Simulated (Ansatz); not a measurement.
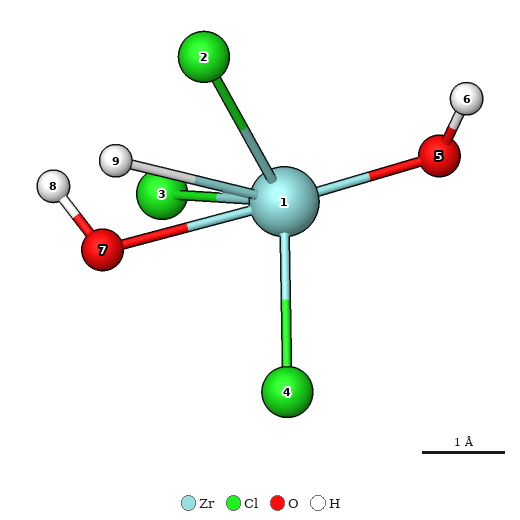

The input geometry (ball-and-stick view, seen at a tilt; atoms are numbered from 1 in the order of the input). Sticks mark near contacts.

# Geometry relaxation of ZrH3Cl3O2 (part 1 of 2)

- system: ZrH3Cl3O2
- method: RKS B3LYP/def2-SVP (Ansatz 0.2.0)

The input holds or restrains some coordinates. It belongs to a series of runs on one base structure; here: pulled along the bonds that form and break, towards end B. Figures and captions count atoms from 1; the log counts them from 0 in places.

## What the program printed
```
The last accepted step is kept in [file] (removed where the run ends without a failure and the disk answers)
Engine: ansatz 0.2.0, aarch64-unknown-linux-gnu
Functional definition: B3LYP
  parameter a0 = 0.2
  parameter ax = 0.72
  parameter ac = 0.81
  exchange = (1 - a0 - ax)*slater_x + ax*b88_x + a0*exact_x
  correlation = (1 - ac)*vwn_rpa_c + ac*lyp_c
1304 factors; integrals over basis functions are off by at most 3.3e-4 eV
mean field evaluation 1: about -42970.2621 eV, gradient 7.9e1 eV
mean field evaluation 2: about -42685.1878 eV, gradient 3.1e2 eV
mean field evaluation 4: about -42980.8856 eV, gradient 2.9e1 eV
mean field evaluation 8: about -42983.0646 eV, gradient 3.1e-1 eV
mean field evaluation 16: about -42983.1068 eV, gradient 1.7e-4 eV
mean field -42983.10684968 eV, -1579.6000417295 hartree, gradient 5.7e-5 eV, S^2 0.000000; 0 other end points of the search recorded, 0 dependent functions left out
the calculation of the forces begins
reference -42983.10720692 eV, -1579.6000548579 hartree; 41, 41 occupied and 87, 87 virtual orbitals, 1304 factors
relax step   1: F+E_penalty+E_count = -42983.10684968 eV  Δ(F+E_penalty+E_count) = +0.000e0 eV  max|allowed force component| = 5.446e0 eV/Å  E_restraint = 24.14699837 eV  max|allowed force component, restraints' pulls added| = 2.491e1 eV/Å  Δτ_max = 0.0000 Å  (31 SCF iters, accepted)
  distance Zr 0 - O 6 = 2.3699 Å
  distance H 8 - Cl 1 = 1.7963 Å
  distance Zr 0 - Cl 1 = 2.8700 Å
  distance H 8 - O 6 = 1.4254 Å
these checks for a lower state are left out or cut short: starts, cluster_reference, orbital_swaps, neighbouring_geometries, increment
1304 factors; integrals over basis functions are off by at most 2.9e-4 eV
mean field -42982.97427205 eV, -1579.5951695916 hartree, gradient 1.3e-5 eV, S^2 0.000000; 0 other end points of the search recorded, 0 dependent functions left out
[... from here on the field's lines of each further geometry are left out, up to the last ...]
relax step   2: F+E_penalty+E_count = -42982.97427205 eV  Δ(F+E_penalty+E_count) = +1.326e-1 eV  max|allowed force component| = 4.326e0 eV/Å  E_restraint = 10.46893529 eV  max|allowed force component, restraints' pulls added| = 1.789e1 eV/Å  Δτ_max = 0.1948 Å  (37 SCF iters, accepted)
relax step   3: F+E_penalty+E_count = -42983.18237373 eV  Δ(F+E_penalty+E_count) = -2.081e-1 eV  max|allowed force component| = 3.747e0 eV/Å  E_restraint = 3.06697512 eV  max|allowed force component, restraints' pulls added| = 9.147e0 eV/Å  Δτ_max = 0.1948 Å  (36 SCF iters, accepted)
relax step   4: F+E_penalty+E_count = -42984.02324755 eV  Δ(F+E_penalty+E_count) = -8.409e-1 eV  max|allowed force component| = 2.423e0 eV/Å  E_restraint = 0.26361286 eV  max|allowed force component, restraints' pulls added| = 2.971e0 eV/Å  Δτ_max = 0.1944 Å  (37 SCF iters, accepted)
relax step   5: F+E_penalty+E_count = -42985.00670543 eV  Δ(F+E_penalty+E_count) = -9.835e-1 eV  max|allowed force component| = 1.486e0 eV/Å  E_restraint = 0.05785783 eV  max|allowed force component, restraints' pulls added| = 1.283e0 eV/Å  Δτ_max = 0.1948 Å  (35 SCF iters, accepted)
relax step   6: F+E_penalty+E_count = -42985.49169674 eV  Δ(F+E_penalty+E_count) = -4.850e-1 eV  max|allowed force component| = 1.884e0 eV/Å  E_restraint = 0.02062768 eV  max|allowed force component, restraints' pulls added| = 1.884e0 eV/Å  Δτ_max = 0.1948 Å  (37 SCF iters, accepted)
relax step   7: F+E_penalty+E_count = -42985.79159253 eV  Δ(F+E_penalty+E_count) = -2.999e-1 eV  max|allowed force component| = 1.629e0 eV/Å  E_restraint = 0.02405999 eV  max|allowed force component, restraints' pulls added| = 1.629e0 eV/Å  Δτ_max = 0.1952 Å  (30 SCF iters, accepted)
relax step   8: F+E_penalty+E_count = -42986.02228567 eV  Δ(F+E_penalty+E_count) = -2.307e-1 eV  max|allowed force component| = 1.013e0 eV/Å  E_restraint = 0.04235599 eV  max|allowed force component, restraints' pulls added| = 6.963e-1 eV/Å  Δτ_max = 0.1965 Å  (31 SCF iters, accepted)
relax step   9: F+E_penalty+E_count = -42986.13090160 eV  Δ(F+E_penalty+E_count) = -1.086e-1 eV  max|allowed force component| = 9.652e-1 eV/Å  E_restraint = 0.04176518 eV  max|allowed force component, restraints' pulls added| = 2.721e-1 eV/Å  Δτ_max = 0.1948 Å  (30 SCF iters, accepted)
relax step  10: F+E_penalty+E_count = -42986.20176193 eV  Δ(F+E_penalty+E_count) = -7.086e-2 eV  max|allowed force component| = 8.899e-1 eV/Å  E_restraint = 0.04990171 eV  max|allowed force component, restraints' pulls added| = 1.740e-1 eV/Å  Δτ_max = 0.2000 Å  (29 SCF iters, accepted)
relax step  11: F+E_penalty+E_count = -42986.23688514 eV  Δ(F+E_penalty+E_count) = -3.512e-2 eV  max|allowed force component| = 8.681e-1 eV/Å  E_restraint = 0.04779449 eV  max|allowed force component, restraints' pulls added| = 2.135e-1 eV/Å  Δτ_max = 0.2000 Å  (31 SCF iters, accepted)
relax step  12: F+E_penalty+E_count = -42986.23263431 eV  Δ(F+E_penalty+E_count) = +4.251e-3 eV  max|allowed force component| = 1.199e0 eV/Å  E_restraint = 0.03492594 eV  max|allowed force component, restraints' pulls added| = 1.181e0 eV/Å  Δτ_max = 0.1968 Å  (30 SCF iters, accepted)
relax step  13: F+E_penalty+E_count = -42986.29531610 eV  Δ(F+E_penalty+E_count) = -6.268e-2 eV  max|allowed force component| = 9.256e-1 eV/Å  E_restraint = 0.04409381 eV  max|allowed force component, restraints' pulls added| = 3.594e-1 eV/Å  Δτ_max = 0.2000 Å  (30 SCF iters, accepted)
relax step  14: F+E_penalty+E_count = -42986.32500994 eV  Δ(F+E_penalty+E_count) = -2.969e-2 eV  max|allowed force component| = 1.050e0 eV/Å  E_restraint = 0.05214240 eV  max|allowed force component, restraints' pulls added| = 4.909e-2 eV/Å  Δτ_max = 0.2000 Å  (30 SCF iters, accepted)
relax step  15: F+E_penalty+E_count = -42986.28738728 eV  Δ(F+E_penalty+E_count) = +3.762e-2 eV  max|allowed force component| = 1.390e0 eV/Å  E_restraint = 0.03389243 eV  max|allowed force component, restraints' pulls added| = 1.122e0 eV/Å  Δτ_max = 0.1950 Å  (32 SCF iters, rejected (line search))
relax step  16: F+E_penalty+E_count = -42986.32262722 eV  Δ(F+E_penalty+E_count) = +2.383e-3 eV  max|allowed force component| = 1.077e0 eV/Å  E_restraint = 0.04739281 eV  max|allowed force component, restraints' pulls added| = 4.090e-1 eV/Å  Δτ_max = 0.0953 Å  (30 SCF iters, accepted)
relax step  17: F+E_penalty+E_count = -42986.33094361 eV  Δ(F+E_penalty+E_count) = -8.316e-3 eV  max|allowed force component| = 1.019e0 eV/Å  E_restraint = 0.05172274 eV  max|allowed force component, restraints' pulls added| = 1.427e-1 eV/Å  Δτ_max = 0.0663 Å  (29 SCF iters, accepted)
relax step  18: F+E_penalty+E_count = -42986.33139185 eV  Δ(F+E_penalty+E_count) = -4.482e-4 eV  max|allowed force component| = 1.043e0 eV/Å  E_restraint = 0.05291368 eV  max|allowed force component, restraints' pulls added| = 2.538e-1 eV/Å  Δτ_max = 0.1464 Å  (29 SCF iters, rejected (line search))
the calculation of the forces begins
reference -42986.33512800 eV, -1579.7186787696 hartree; 41, 41 occupied and 87, 87 virtual orbitals, 1305 factors
relax step  19: F+E_penalty+E_count = -42986.33476942 eV  Δ(F+E_penalty+E_count) = -3.826e-3 eV  max|allowed force component| = 9.944e-1 eV/Å  E_restraint = 0.05397569 eV  max|allowed force component, restraints' pulls added| = 5.975e-2 eV/Å  Δτ_max = 0.0726 Å  (29 SCF iters, accepted)
  distance Zr 0 - O 6 = 2.0217 Å
  distance H 8 - Cl 1 = 1.3352 Å
  distance Zr 0 - Cl 1 = 3.7203 Å
  distance H 8 - O 6 = 2.2027 Å
1305 factors; integrals over basis functions are off by at most 8.6e-4 eV
mean field evaluation 160: about -42986.3347 eV, gradient 1.0e-1 eV
```

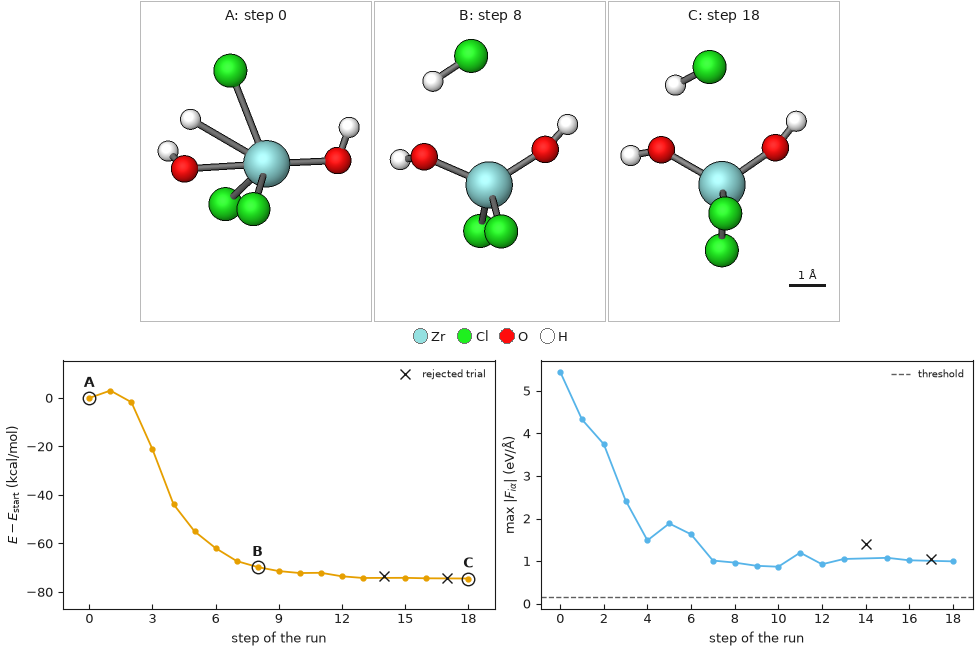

Frames of the restrained relaxation (ball-and-stick view, seen on its broad side) above the curves, on which the letters mark them (the first geometry is step 0 here and step 1 in the log).

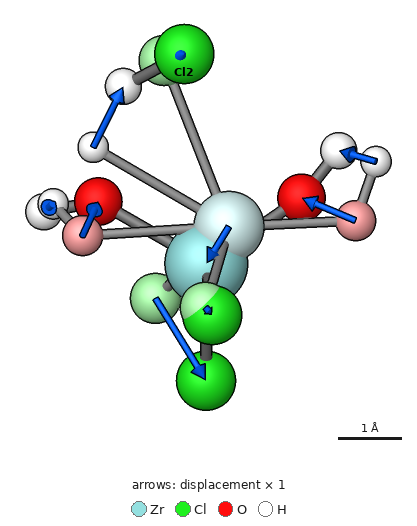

Start (faint) and end (solid) with the displacements as blue arrows, at true length (ball-and-stick view, seen on its broad side). The two geometries are laid on each other by the best rigid fit. After 18 geometry steps the energy has fallen by 74.4 kcal/mol. Largest force component: 5.4 eV/Å at the start, 0.99 eV/Å at the end. The line search rejected the trial steps at points 14, 17 (counted from 0) and went back. The atom that moves furthest after the best rigid fit is Cl3 (1.58 Å). By element the largest moves are Cl 1.58 Å, H 1.13 Å, O 0.97 Å, Zr 0.71 Å. Distances before and after: Zr1–Cl2 2.870 → 3.720 Å, Zr1–H9 2.546 → 3.238 Å, Cl2–H9 1.796 → 1.335 Å, Zr1–O7 2.370 → 2.022 Å. New bonds form: Cl2–H9 (1.80 → 1.34 Å). Bonds break: Zr1–Cl2 (2.87 → 3.72 Å). Among the angles that change: O5–Zr1–O7 176.5° → 112.2°, Zr1–O5–H6 109.5° → 160.0°, Cl3–Zr1–O7 67.1° → 106.9°. (Atoms are counted from 1 in the order of the input.)

```
mean field -42986.33476942 eV, -1579.7186655921 hartree, gradient 8.9e-6 eV, S^2 0.000000; 1 other end points of the search recorded, 0 dependent functions left out
the calculation of the forces begins
reference -42986.33512800 eV, -1579.7186787696 hartree; 41, 41 occupied and 87, 87 virtual orbitals, 1305 factors
Total energy: -42986.33512800 eV, -1579.7186787696 hartree
Atom 0 at     0.406820     0.346317    -0.434759 Å, force     0.834215     0.561686     0.994443 eV/Å
Atom 1 at    -1.078496     0.480016     2.973570 Å, force     0.934562     0.331351    -0.145879 eV/Å
Atom 2 at     1.809596     0.080108    -2.320778 Å, force     0.002719    -0.002618     0.008280 eV/Å
Atom 3 at    -1.309811     1.862389    -1.043539 Å, force    -0.003465    -0.003127     0.010622 eV/Å
Atom 4 at    -0.292959    -1.363756     0.013511 Å, force    -0.039394    -0.046019     0.059747 eV/Å
Atom 5 at    -0.715760    -2.063442     0.522509 Å, force     0.034219     0.037572    -0.049542 eV/Å
Atom 6 at     1.550332     1.114834     1.044799 Å, force    -0.956041    -0.579232    -0.900862 eV/Å
Atom 7 at     2.384020     1.587573     1.146765 Å, force     0.011581     0.003854     0.005264 eV/Å
Atom 8 at     0.163057     0.914162     2.743922 Å, force    -0.818397    -0.303466     0.017927 eV/Å
Dipole moment:     0.325788    -0.217308     0.439971 e Å
```

## Trajectory as extended XYZ (Å, eV, eV/Å), 19 frames, from step=1 to step=19
```
9
Properties=species:S:1:pos:R:3:forces:R:3 step=1 energy=-42983.10685
Zr    0.0000    0.0000    0.0000    0.9667   1.6900  -0.9343
Cl    0.0000    0.0000    2.8700    0.3351   0.3368  -1.9962
Cl    2.3764    0.0000   -0.8392   -1.5813  -1.1387  -0.1143
Cl   -1.1869    2.0563   -0.8392    0.4625  -1.9932   0.3830
O    -0.9750   -1.6891   -0.6893    0.4968   1.4235   2.7701
H    -1.4296   -2.1548    0.0831    0.5217   0.3736  -1.5160
O     1.2429    1.8744    0.7473   -0.4706  -2.4819   5.4465
H     2.0199    1.5607    1.3113    0.2185   0.8636  -2.0539
H     0.8691    1.3107    2.0020   -0.9493   0.9263  -1.9849
9
Properties=species:S:1:pos:R:3:forces:R:3 step=2 energy=-42982.97427
Zr    0.0467    0.0715   -0.1686    1.0029   1.4879  -0.0607
Cl    0.0398    0.0582    3.0022    0.8645   1.2011  -2.0844
Cl    2.3642   -0.0134   -0.8440   -0.6790  -1.3390  -0.7928
Cl   -1.1845    2.0389   -0.8383    0.0332  -1.2580  -0.1637
O    -0.9655   -1.6698   -0.6687    0.6339   1.5670   2.3063
H    -1.4263   -2.1523    0.0737    0.4243   0.2835  -1.2330
O     1.2435    1.8429    0.6632   -0.2324  -2.1114   4.3263
H     2.0151    1.5732    1.2819   -0.8442   0.7998  -2.0969
H     0.7839    1.2090    2.1446   -1.2032  -0.6308  -0.2012
9
Properties=species:S:1:pos:R:3:forces:R:3 step=3 energy=-42983.18237
Zr    0.0939    0.1379   -0.2881    0.7060   0.8698   0.3812
Cl    0.0676    0.1016    3.1032    0.8954   1.3027  -1.7006
Cl    2.3648   -0.0358   -0.8643    0.3162  -1.5605  -1.2726
Cl   -1.1891    2.0284   -0.8467   -0.4502  -0.4794  -0.5563
O    -0.9525   -1.6422   -0.6408    0.9213   1.8862   1.7619
H    -1.4220   -2.1500    0.0604    0.2719   0.1557  -0.8285
O     1.2487    1.8160    0.5692   -0.2378  -1.8030   3.7466
H     1.9915    1.5838    1.2508   -1.2984   0.7088  -2.2671
H     0.7139    1.1186    2.3024   -1.1244  -1.0803   0.7354
9
Properties=species:S:1:pos:R:3:forces:R:3 step=4 energy=-42984.02325
Zr    0.1555    0.2078   -0.3931    0.2555   0.3224   0.6295
Cl    0.0768    0.1186    3.2246    0.2992   0.3868  -0.6879
Cl    2.4032   -0.1171   -0.9412    0.6155  -1.2243  -1.1857
Cl   -1.2232    2.0259   -0.8876   -0.6531  -0.0624  -0.7396
O    -0.9092   -1.5613   -0.5835    0.8059   1.6136   1.4227
H    -1.4093   -2.1389    0.0351    0.3922   0.3463  -0.7282
O     1.2081    1.7704    0.5378   -0.5257  -1.4574   2.4233
H     1.9595    1.5967    1.1770   -0.7440   0.3523  -1.4345
H     0.6553    1.0561    2.4769   -0.4455  -0.2773   0.3005
9
Properties=species:S:1:pos:R:3:forces:R:3 step=5 energy=-42985.00670
Zr    0.1894    0.2501   -0.4143    0.8636   1.3301   0.3518
Cl    0.0486    0.0599    3.2850    0.2929   0.4577  -0.5244
Cl    2.4218   -0.2519   -1.0805   -0.1059  -0.4433  -0.6022
Cl   -1.2954    1.9939   -0.9950   -0.2992  -0.2370  -0.5828
O    -0.8248   -1.4256   -0.4922   -0.2906  -0.0918   1.2830
H    -1.3641   -2.0837    0.0061    0.5876   0.5806  -0.7192
O     1.1317    1.7453    0.6274    0.3123  -1.4861   1.4529
H     2.0031    1.6057    1.0884   -0.9742   0.2723  -0.8733
H     0.6065    1.0644    2.6212   -0.3866  -0.3824   0.2142
```
